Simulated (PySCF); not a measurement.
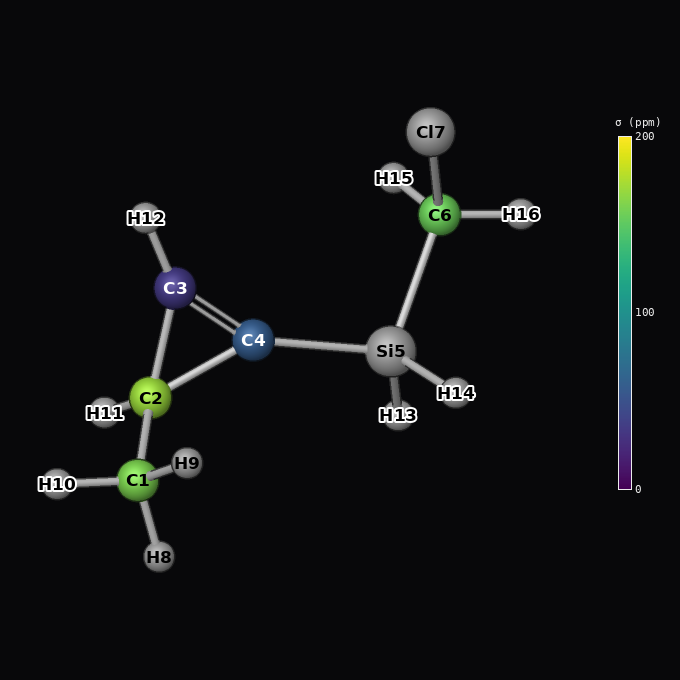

Atoms are coloured by their isotropic NMR shieldings (C only, the others grey). The computed structure is the end point of a GFN2-xTB optimisation. No frequency run is at hand to confirm it as a minimum. Properties computed with GIAO PBE0/pcSseg-1 NMR shielding, non-relativistic, gas phase (PySCF 2.14.0).

Give the isotropic NMR shieldings of the C atoms atom by atom.

```csv
atom,σ (ppm)
C1,160.8
C2,170.2
C3,34.4
C4,57.9
C6,154.9
```

The geometry is semi-empirical. Around Si such bond lengths and angles can be off by a tenth of an ångström or more and by several degrees, and values that hang on the shape move with them.
